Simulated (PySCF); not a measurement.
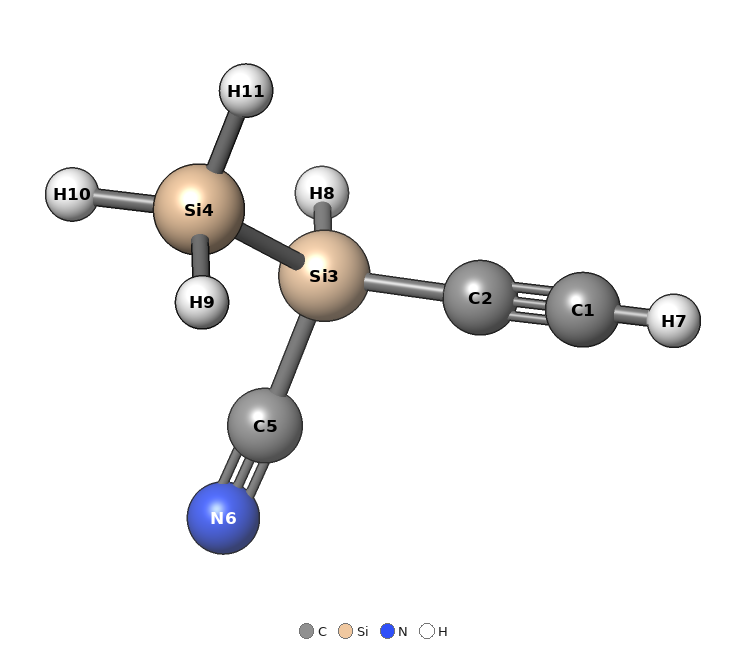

The geometry was computed by an optimisation with PBE0-D3(BJ)/def2-SVP. No frequency run is at hand to confirm it as a minimum.

Give these bond angles: C2–C1–H7, C1–C2–Si3, C2–Si3–Si4, C2–Si3–C5, C2–Si3–H8, Si4–Si3–C5, Si4–Si3–H8, C5–Si3–H8, Si3–Si4–H9, Si3–Si4–H10, Si3–Si4–H11, Si3–C5–N6.

```csv
angle,degrees
C2–C1–H7,179.4
C1–C2–Si3,177.3
C2–Si3–Si4,110.6
C2–Si3–C5,108.1
C2–Si3–H8,110.6
Si4–Si3–C5,107.4
Si4–Si3–H8,113.1
C5–Si3–H8,106.8
Si3–Si4–H9,108.7
Si3–Si4–H10,109.1
Si3–Si4–H11,108.6
Si3–C5–N6,177.0
```
